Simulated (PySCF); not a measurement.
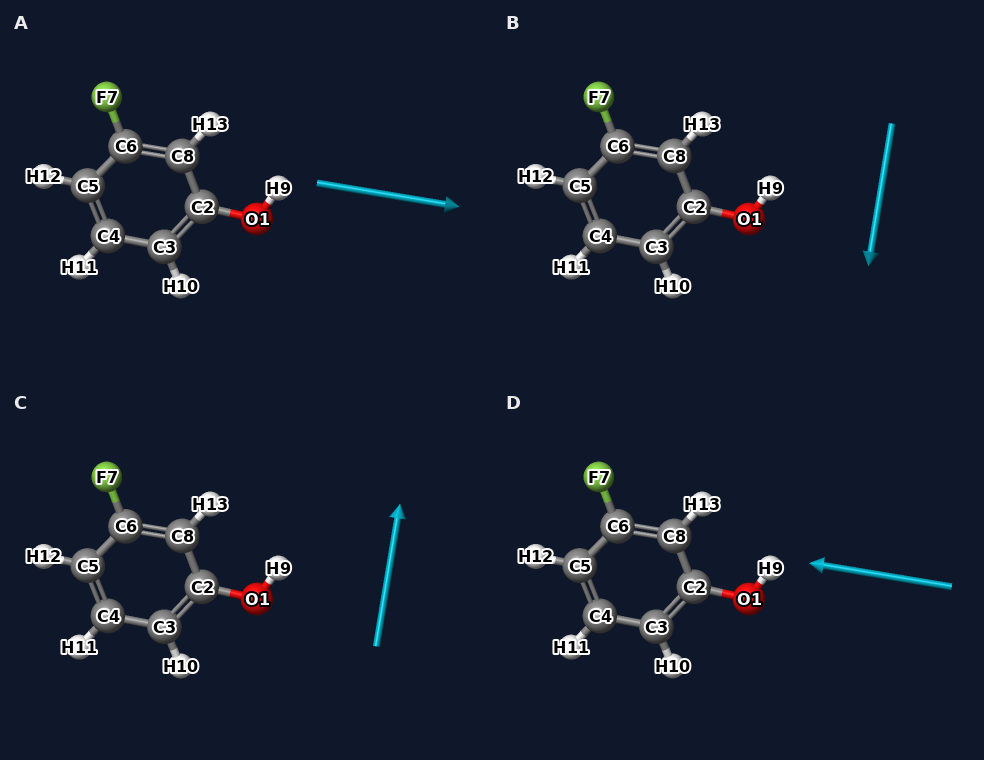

The same molecule four times, each with an arrow. The geometry was computed by an optimisation with GFN2-xTB. No frequency run is at hand to confirm it as a minimum. Method: PBE0/pcSseg-1, gas phase (PySCF 2.14.0).

Which arrow points along the dipole moment, from the negative to the positive end?

Answer. A. The dipole moment is 0.90 D; it points from the side of H12 to the side of H9 (the outermost atoms at the two ends).
